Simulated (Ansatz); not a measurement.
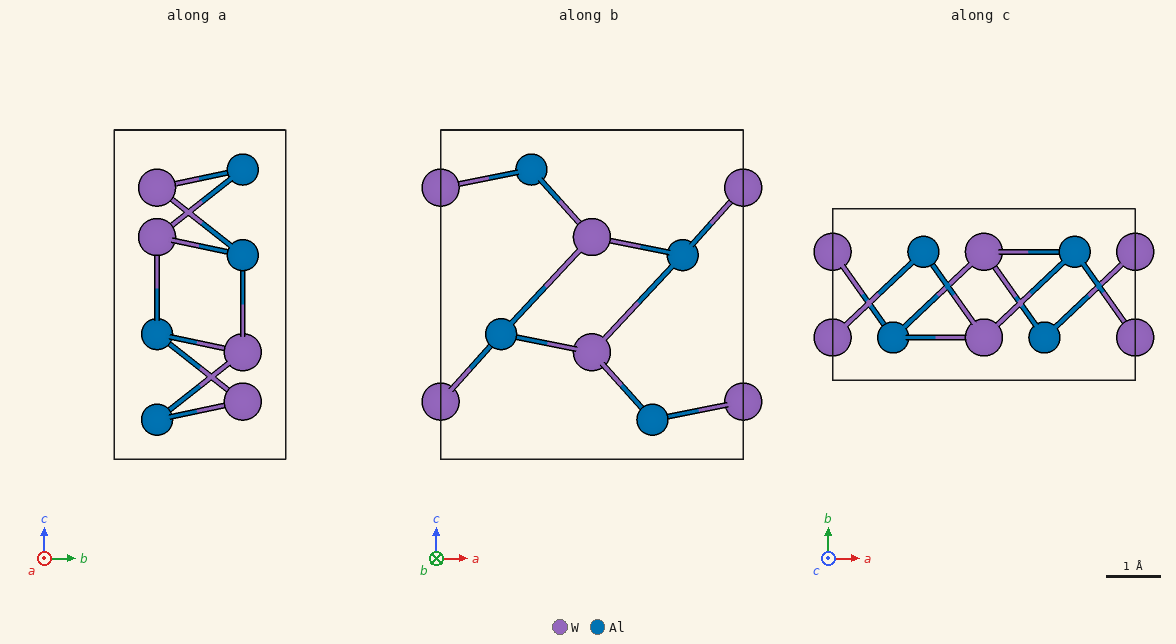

This ball-and-stick model is shown along the a axis, along the b axis and along the c axis. The frame is the conventional unit cell; atoms at its boundary are shown with their periodic copies.

Lattice parameters: a = 5.6095 Å, b = 3.1771 Å, c = 6.1021 Å, α = 90.000°, β = 90.000°, γ = 90.000°.

Write the structure as a CIF in P1 with every atom of the cell, with free fractional coordinates to two decimals.

```cif
data_structure
_symmetry_space_group_name_H-M 'P 1'
_symmetry_Int_Tables_number 1
_cell_length_a 5.6095
_cell_length_b 3.1771
_cell_length_c 6.1021
_cell_angle_alpha 90.000
_cell_angle_beta 90.000
_cell_angle_gamma 90.000
_cell_volume 108.75
loop_
_atom_site_label
_atom_site_type_symbol
_atom_site_fract_x
_atom_site_fract_y
_atom_site_fract_z
_atom_site_occupancy
W1 W 0.00 0.75 0.17 1
W2 W 0.00 0.25 0.82 1
W3 W 0.50 0.25 0.68 1
W4 W 0.50 0.75 0.33 1
Al1 Al 0.80 0.75 0.62 1
Al2 Al 0.20 0.25 0.38 1
Al3 Al 0.70 0.25 0.12 1
Al4 Al 0.30 0.75 0.88 1
```

Provenance: a generated cell, made by putting these elements into a known structure type (the compound may or may not exist in this form); not relaxed. It was the input of a calculation with Ansatz.

At this level of theory the cell isn't at rest (compressed, at 66 GPa and forces up to 3.5 eV/Å), so its distances can differ from those at equilibrium, the more so the softer the solid.
